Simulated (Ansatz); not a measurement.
Consider LaYbBi₂O₄.

```
CELL_PARAMETERS angstrom
3.91173 0.00000 0.00000
0.00000 3.91173 0.00000
0.00000 0.00000 9.25155
ATOMIC_POSITIONS crystal
Bi 0.50000 0.50000 0.72840
Bi 0.50000 0.50000 0.27160
O 0.50000 0.00000 0.84700
O 0.00000 0.50000 0.84700
O 0.50000 0.00000 0.15300
O 0.00000 0.50000 0.15300
La 0.00000 0.00000 0.00000
Yb 0.00000 0.00000 0.50000
```

Space group P4/mmm; built by placing these elements on a known structure type; not relaxed (largest force 1.5 eV/Å); computed pressure about 14 GPa in this cell; computed without spin polarisation; Hubbard U of 6.93 eV on La d and 3.54 eV on O p only.

Theory: DFT, PAW plane waves, r2SCAN+U (Ansatz 0.2.0).

What can the converged electron localisation function tell about the bonding?

Answer. Yb–Bi (3.48 Å): the ELF is about 0.25 at the midpoint and 0.05 at its lowest between the atoms (no localised pair shows between them).
La–Bi (3.74 Å): the ELF is about 0.05 at the midpoint (no shared electron pair shows on this line).

What Bader charges does the calculation give?

Answer. Electrons move from Bi, La and Yb towards O. Bader charges: Bi +1.17, O −1.37, La +2.39 and Yb +0.74 e.

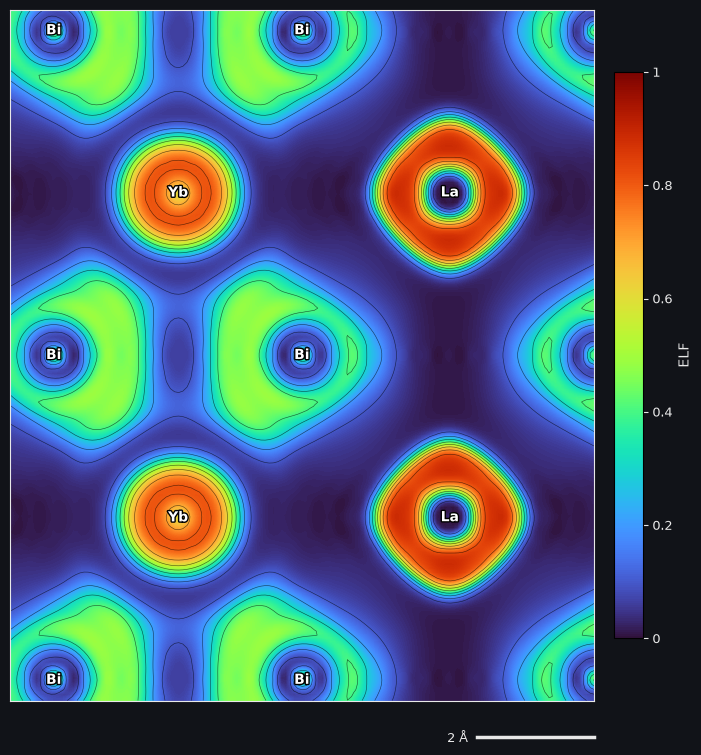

Computed electron localisation function on the (110) plane of the conventional cell. 

Core electrons are frozen (PAW), and the valence fields are smoothed inside the atomic spheres.
